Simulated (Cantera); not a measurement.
Input: 1 mol SiHCl3, 0.0071 mol Cl2, 97 mol N2, held at 0.00320 bar.

These are equilibrium values from Cantera (NASA tables, ideal gas, pure condensed phases), not measurements of a reactor. Candidate condensed phases: NH4Cl, Si, Si3N4; 28 gas species. N2 is the only nitrogen source here; it is nearly inert below about 1500 K, so the nitride shown seldom forms there in practice. The tables' values for SiCl3, SiCl are old estimates; treat these amounts as uncertain. The numbers say what is thermodynamically allowed, not how fast it happens.

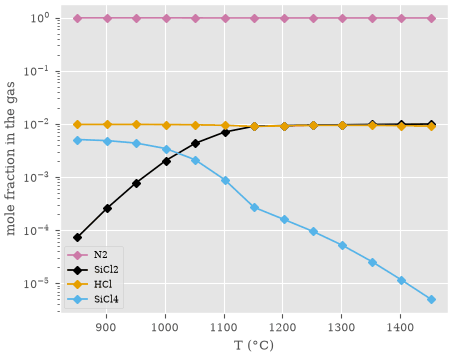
Equilibrium gas composition (values under 1e-9 drawn at 1e-9)

From 852 °C to 1152 °C the condensed part is Si3N4(s). From 1202 °C to 1452 °C nothing is condensed. The main Si-bearing gas is SiCl4 at 852 °C and SiCl2 at 1452 °C.
